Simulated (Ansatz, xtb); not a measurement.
## Ligand exchange: SiH2(CH3)Cl + BH2(NH2) → SiH2(CH3)(NH2) + BH2Cl

Species: SiH2(CH3)Cl ((chlorosilyl)methane), singlet; BH2(NH2), singlet; SiH2(CH3)(NH2), singlet; BH2Cl `BCl`, singlet. The partners trade Cl for NH2: Si–Cl and B–NH2 bonds give way to Si–NH2 and B–Cl.

Shapes, held fixed at every level: PBE0-D4/def2-TZVP. Flexible molecules stand in one conformer, not always the lowest. Programs: Ansatz 0.2.0, xtb 6.7.1. The zero-point and thermal change to 298 K, harmonic and unscaled (PBE0-D4/def2-TZVP), is -6.3 kJ/mol.

| level | kind | ΔH(298 K) (kJ/mol) | less CCSD(T)/CBS estimate |
| --- | --- | --- | --- |
| GFN0-xTB | semi-empirical | +139.3 | +40.7 |
| HF/def2-TZVPP | Hartree–Fock | +96.2 | -2.4 |
| PBE0-D4/def2-TZVPP | global hybrid | +103.8 | +5.2 |
| B2PLYP/def2-TZVPP | double hybrid | +100.7 | +2.1 |
| MP2/def2-TZVPP | perturbation theory | +98.1 | -0.5 |
| CCSD(T)/def2-SVP | coupled cluster or CI | +104.2 | +5.6 |
| CCSD/def2-SVP | coupled cluster or CI | +104.0 | +5.4 |
| CCSD(T)/CBS estimate | coupled cluster or CI | +98.6 | 0.0 |

The highest level, CCSD(T)/CBS estimate, gives ΔH(298 K) = +98.6 kJ/mol; the levels span +96.2 to +139.3. The column of differences is taken from that level and isn't an error. No measured value is set beside it here. The CBS estimate extrapolates MP2 from def2-TZVPP and def2-QZVPP and adds CCSD(T) − MP2 in the triple-zeta set, cores frozen.

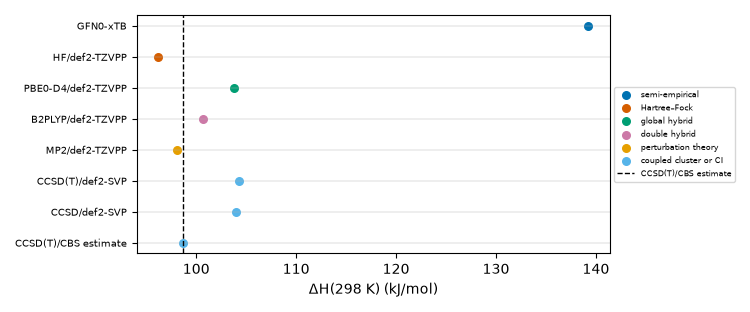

The values of the table, level by level.
